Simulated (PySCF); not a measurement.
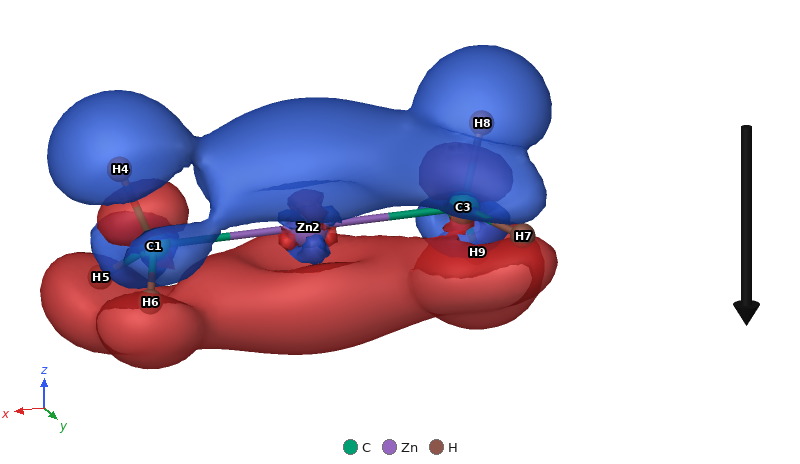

Figure 1: C2H6Zn, SMILES `C[Zn]C`. Change of the electron density in a uniform field of 0.10 V/Å along −z (arrow), surfaces at ±0.0006 e/Å³ (blue: gain, red: loss).

PySCF calculation, r2SCAN/def2-TZVP, gas phase; geometry: GFN2-xTB. No frequency check shows the geometry to be a minimum. A basis without diffuse functions makes polarisabilities too small. GFN2-xTB bond lengths at metals and heavier atoms can be off by up to 0.1 Å and shapes distorted, which carries into these values.

Q: What dipole is induced, and what polarisability does it imply?

A: The induced dipole is 0.22 D (along the field); α along this axis, from the fields in both directions, is 43 bohr³ (6.4 Å³).

Q: Which atoms gain and lose the most charge?

A: Electrons gather most on H4 and H8 alike (Hirshfeld charge changes by −0.004 e) and leave H9 most (+0.003 e); 0.024 electrons are displaced in all.

The PySCF run took 46 s on 1 thread of Intel(R) Xeon(R) Platinum 8488C (Sapphire Rapids) (shared host), peak memory 0.58 GiB.
